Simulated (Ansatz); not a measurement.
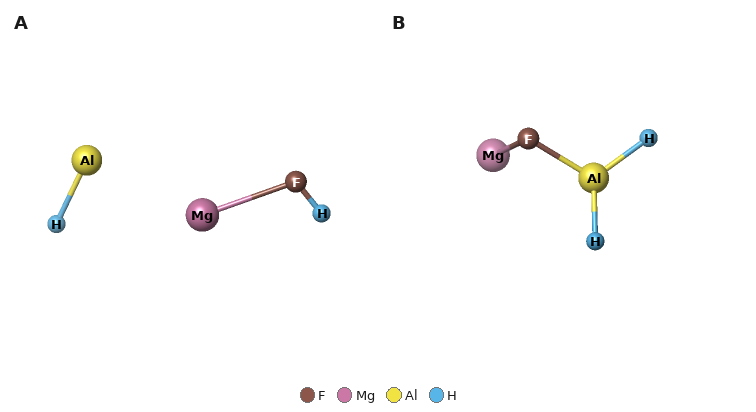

2 stationary structures of one formula. Geometries: PBE-D4/def2-SVP. Electronic energies: PBE-D4/def2-SVP (Ansatz 0.2.0), without zero-point energy. No frequency run is at hand to confirm each as a minimum.

**Which structure is the most stable?**

B is lowest (Cs); A lies 63.8 kcal/mol above it.
